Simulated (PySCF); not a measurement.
SiBr2: GW calculation

- system: SiBr2, SMILES Br[Si]Br
- method: G0W0 (SVWN5)/aug-pc-2, RKS (PySCF 2.14.0)

The geometry comes from this level: GFN2-xTB.

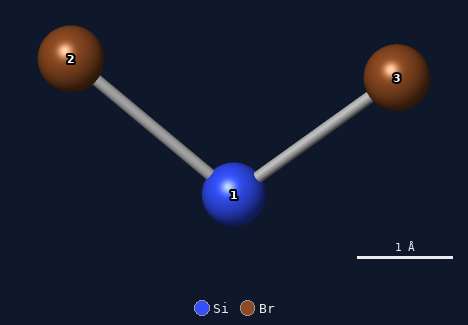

Figure 1. The structure (ball-and-stick view, seen at a tilt; atoms are numbered from 1 in the order of the input). Bond lengths as drawn: Br–Si 2.26 Å.

**The input (calc.py)**
```python
from pyscf import gto, dft, gw

mol = gto.Mole()
mol.atom = '''
Si     0.005490    -0.007080    -0.966190
Br     1.730570    -0.019010     0.492120
Br    -1.736060     0.026090     0.474080
'''
mol.basis = 'aug-pc-2'
mol.verbose = 3
mol.max_memory = 1860
mol.build()

mf = dft.RKS(mol, xc='svwn')
mf.grids.level = 4
mf.conv_tol = 1e-10
mf.kernel()
if not mf.converged:
    mf = mf.newton().run(mf.mo_coeff, mf.mo_occ)

e_tot = mf.e_tot
print('E = %.10f Eh' % e_tot)

nocc = mol.nelec[0]
orbs = list(range(max(0, nocc - 2), min(mol.nao, nocc + 2)))
mygw = gw.GW(mf, freq_int='ac')
mygw.orbs = orbs
mygw.kernel()
print('orbital   mean field (eV)   quasiparticle (eV)')
for p in orbs:
    print('%4d %12.4f %12.4f' % (p + 1, mf.mo_energy[p] * 27.211386, mygw.mo_energy[p] * 27.211386))
```

Run on 1 thread of Arm Neoverse V2, 24 GiB of memory available, shared host.

Command:
```bash
OMP_NUM_THREADS=1 python calc.py
```

**What the program printed**
```
converged SCF energy = -5429.78918674831
E = -5429.7891867483 Eh

WARN: Even tempered Gaussians are generated as DF auxbasis for  Br Si

WARN: GW QP energies may not be sorted from min to max

orbital   mean field (eV)   quasiparticle (eV)
  41      -7.3278      -9.7696
  42      -6.7281      -9.1486
  43      -4.0425      -1.4648
  44      -1.5689       1.0257
```

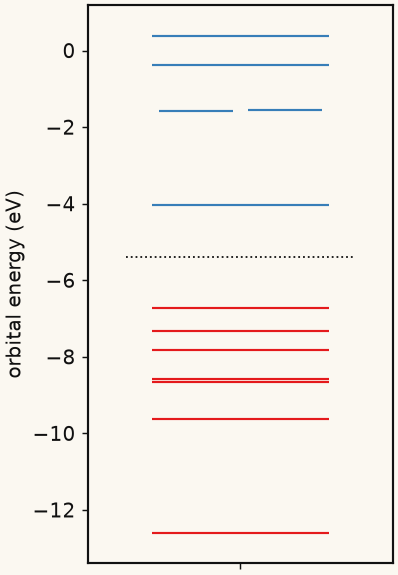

Figure 2. Orbital energies near the frontier; the dotted line parts filled from empty levels, and levels within 0.02 eV of each other stand side by side. Highest filled −6.73 eV, lowest empty −4.04 eV, 2.69 eV apart.

**Results in brief**

```csv
quantity,value
outcome,converged
total energy,−5429.789187 hartree
basis functions,168
HOMO,−6.73 eV
LUMO,−4.04 eV
dipole moment,0.89 D
wall time,2.5 min
peak memory,1.5 GiB
```
